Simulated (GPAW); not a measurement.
**GW calculation of PH3S**

- system: PH3S
- method: G0W0 (LDA (PW92))/plane waves, scalar-relativistic datasets (GPAW 26.7.0)

The geometry comes from this level: GFN2-xTB.

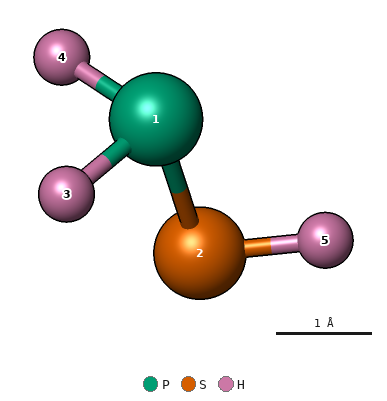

The input geometry (ball-and-stick view, seen at a tilt; atoms are numbered from 1 in the order of the input). Bond lengths as drawn: H–P 1.40 Å, H–S 1.33 Å and P–S 2.09 Å.

**The input (gs.py)**
```python
from ase.io import read
from gpaw import GPAW, PW
from gpaw.response.g0w0 import G0W0

atoms = read('gs.sdf')
atoms.center(vacuum=3.0)
atoms.pbc = True

dft = GPAW(mode=PW(340, force_complex_dtype=True), xc='LDA', maxiter=150, txt='gs.txt')
atoms.calc = dft
atoms.get_potential_energy()
vacuum = dft.get_electrostatic_potential()[0, 0, 0]
dft.diagonalize_full_hamiltonian(nbands=370)
dft.write('all.gpw', mode='all')

gw = G0W0('all.gpw', filename='gw', bands=(5, 8), ecut=50, ppa=True, nbands=370)
res = gw.calculate()
ks, qp, Z = res['eps'][:, 0] - vacuum, res['qp'][:, 0] - vacuum, res['Z'][:, 0]
print('Kohn-Sham (eV):', ks.round(3))
print('G0W0 (eV):', qp.round(3))
print('Z:', Z.round(3))
```

**File gs.sdf**
```

     RDKit          3D

  5  4  0  0  0  0  0  0  0  0999 V2000
   -0.4919   -0.4746    0.4361 P   0  0  0  0  0  0  0  0  0  0  0  0
    0.7677    0.9384   -0.4470 S   0  0  0  0  0  0  0  0  0  0  0  0
    0.2701   -1.5884    0.0806 H   0  0  0  0  0  0  0  0  0  0  0  0
   -1.3283   -0.6338   -0.6704 H   0  0  0  0  0  0  0  0  0  0  0  0
    0.7824    1.7585    0.6007 H   0  0  0  0  0  0  0  0  0  0  0  0
  2  1  1  0
  3  1  1  0
  4  1  1  0
  5  2  1  0
M  END
$$$$
```

Machine: 1 thread of Arm Neoverse V1, 24 GiB of memory available, shared host.

Launch command:
```bash
python gs.py > gs.log
```

**What the program printed**
```
IBZ(<points: 1, symmetries: 1>)
Occupied bands: 7
Transforming wave functions from IBZ to BZ: 0.003 seconds
Distributing wave functions and iFFT-ing to real space: 0.017 seconds
Calculating eigenvalues:
  k-points: 1
  Bands: 5-7 (inclusive)
  Seconds: 0.090 (wave-function broadcasting: 0.008 seconds)
HSE06-eigenvalue shifts:
  min: -3.692 eV
  ave: -0.876 eV
  max: 4.345 eV
Kohn-Sham (eV): [[-6.632 -6.304 -1.543]]
G0W0 (eV): [[-9.121 -8.788  1.06 ]]
Z: [[0.867 0.865 0.901]]
```

**Results in brief**

```json
{"quantity": "outcome", "value": "converged"}
{"quantity": "wall time", "value": "7.8 min"}
{"quantity": "peak memory", "value": "3.9 GiB"}
```

**Remarks**

Further notes kept with the run: small periodic box and low response cutoff: not the molecule's limit.
